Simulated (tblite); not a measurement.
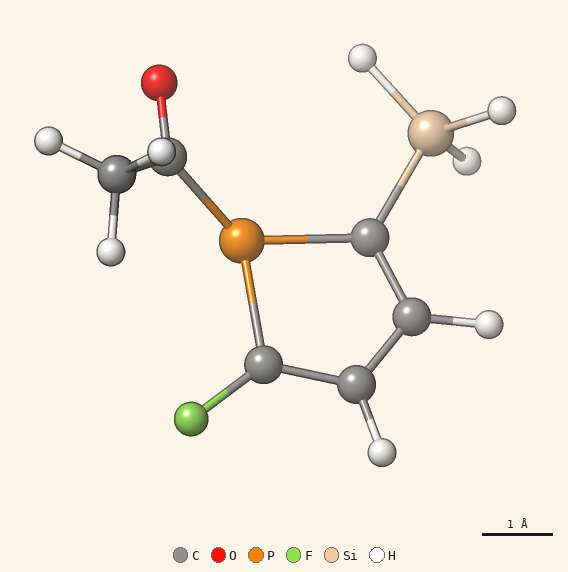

Starting structure of C$_{6}$H$_{8}$FOPSi. The picture is a ball-and-stick view, seen at a tilt.

Computed with GFN2-xTB geometry optimisation, gas phase (tblite).

```xyz
18

C     3.0473    0.3569   -0.1950
C     1.8468    0.8033    0.5799
O     1.8564    1.8829    1.1225
P     0.3253   -0.1850    0.8342
C     0.0859   -1.9614    0.1139
F     1.0691   -2.9070    0.2505
C    -1.1235   -2.0648   -0.5248
C    -1.8841   -0.9578   -0.5020
C    -1.3677    0.1193    0.1273
Si   -2.2185    1.7768    0.2988
H     2.9862   -0.7666   -0.2168
H     2.9380    0.6994   -1.2591
H     3.9652    0.7039    0.2936
H    -1.4283   -3.0146   -1.0056
H    -2.8964   -0.9164   -0.9793
H    -1.2653    2.7285    0.8979
H    -2.5972    2.1605   -1.0529
H    -3.3480    1.5485    1.2055
```

### What does the optimiser find from here?

Over 174 geometry steps the energy falls by 127.1 kJ/mol. The atom that moves furthest after the best rigid fit is H18 (1.32 Å). By element the largest moves are H 1.32 Å, O 0.94 Å, C 0.48 Å, P 0.39 Å, F 0.24 Å, Si 0.23 Å. Among the contacts that change: P4–C5 1.932 → 1.812 Å, C7–C8 1.343 → 1.435 Å, P4–C9 1.860 → 1.811 Å, C8–H15 1.120 → 1.078 Å. Among the angles between lasting bonds that change: C2–P4–C9 128.0° → 99.4°, C2–P4–C5 123.2° → 101.9°, C1–C2–P4 125.2° → 114.9°. Groups turn about C9–Si10 by about 65°, C2–P4 by about 30°.

Final geometry:

```xyz
18

C     2.7476    0.0675    0.0462
C     1.4695    0.7437    0.4309
O     1.2663    1.9243    0.3945
P     0.1571   -0.3909    1.1256
C     0.2791   -1.8229    0.0223
F     1.2344   -2.7602    0.1526
C    -0.7725   -1.9121   -0.8142
C    -1.6276   -0.7625   -0.7285
C    -1.2688    0.1848    0.1697
Si   -2.1355    1.8246    0.5028
H     3.0089   -0.6899    0.7842
H     2.6047   -0.4355   -0.9106
H     3.5483    0.7979   -0.0505
H    -0.9417   -2.7236   -1.5015
H    -2.4873   -0.6615   -1.3717
H    -1.3351    2.9267   -0.0209
H    -3.4252    1.7489   -0.1906
H    -2.3311    1.9471    1.9483
```

The end point in the same view:

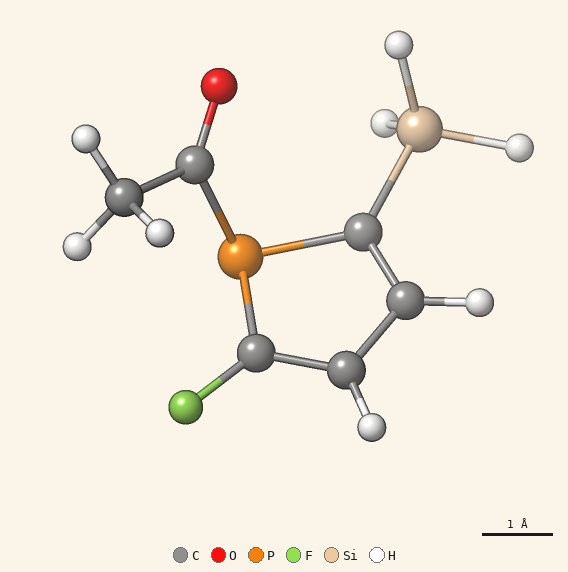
